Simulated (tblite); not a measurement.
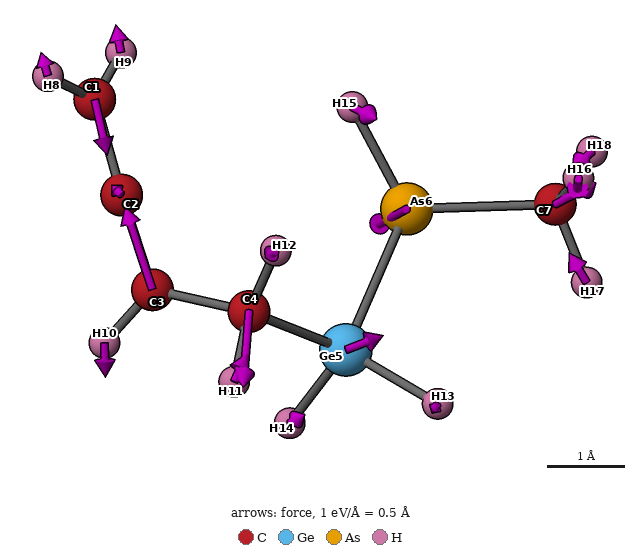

Starting geometry of C$_{5}$H$_{11}$AsGe with the computed forces as purple arrows. Style: ball-and-stick. Shown at a tilt.

Level of theory: tblite, GFN2-xTB geometry optimisation, gas phase. 

### What follows when this structure is relaxed?

It isn't relaxed: the largest force vector, on As6, is 2.86 eV/Å. The final displacements have little in common with the starting forces (cosine between the two patterns 0.15). After 172 geometry steps the energy has fallen by 28.9 kcal/mol. The largest move after the best rigid fit is that of H15, 1.51 Å. By element the largest moves are H 1.51 Å, As 0.68 Å, C 0.54 Å, Ge 0.39 Å. Among the contacts that change: C4–Ge5 1.933 → 2.005 Å, C7–H16 1.137 → 1.088 Å, C4–H11 1.131 → 1.088 Å, As6–H15 1.548 → 1.507 Å. Among the angles between lasting bonds that change: Ge5–As6–H15 113.6° → 90.9°, C7–As6–H15 114.2° → 94.7°, Ge5–As6–C7 107.8° → 95.8°. Groups turn about C3–C4 by about 25°, C4–Ge5 by about 20°. Cost: 1.4 s on 1 thread of Arm Neoverse V1, on a shared host.
